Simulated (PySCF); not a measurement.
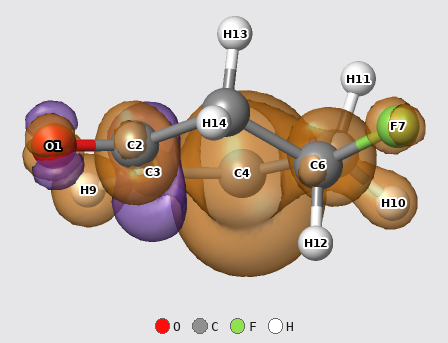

The picture shows: C$_{6}$H$_{6}$FO (doublet). Isosurfaces of the spin density (α minus β) at +0.015 (orange) and −0.015 e/Å³ (purple), seen from one side.

Geometry: GFN2-xTB.

Level of theory: UKS B3LYP, pcH-1 on C F H O, non-relativistic, mean-field spin-orbit, GIAO in PySCF 2.14.0, density-fitted response routines.

```xyz
14

O     1.5478   -2.2287   -0.4346
C     0.9783   -1.1746   -0.3270
C     1.7017    0.1265   -0.3877
C     1.0521    1.2495   -0.2244
C    -0.3587    1.4650    0.0726
C    -0.9411    0.1618    0.6556
F    -2.3174    0.2564    0.6625
C    -0.5249   -1.0462   -0.1740
H     2.7601    0.0556   -0.5801
H    -0.5022    2.2885    0.7755
H    -0.8937    1.7176   -0.8487
H    -0.6368    0.0406    1.7029
H    -0.9486   -0.9468   -1.1793
H    -0.9173   -1.9656    0.2645
```

> Which atoms carry the spin?

The unpaired spin (1 electron) lies mostly on C4 (about 0.7) and C5 (about 0.1), in electrons by Hirshfeld's partition.
